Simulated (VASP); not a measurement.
Band structure of HfGe2 (space group Cmcm). Method: PBEsol GGA, VASP's PBE PAW potentials (set 64) (plane waves; VASP).

Unless said otherwise, spin-orbit coupling is left out, though it shifts the bands of the heavy elements here.

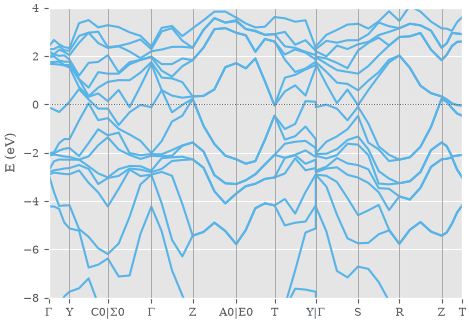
Figure. Bands along high-symmetry lines, zero at the valence-band maximum or, without a gap, the Fermi level

Q: Read the plot: is there a gap, and where are the band edges?

A: It has no gap at this level: it comes out as a metal or semimetal.

The structure comes from a computed database's HfGe2 entry; how it stands against other phases isn't given here. The cell was not relaxed at this level. The k-mesh is coarse (spacing up to 0.43 per Å, 2π included), so the numbers may not be converged in it.
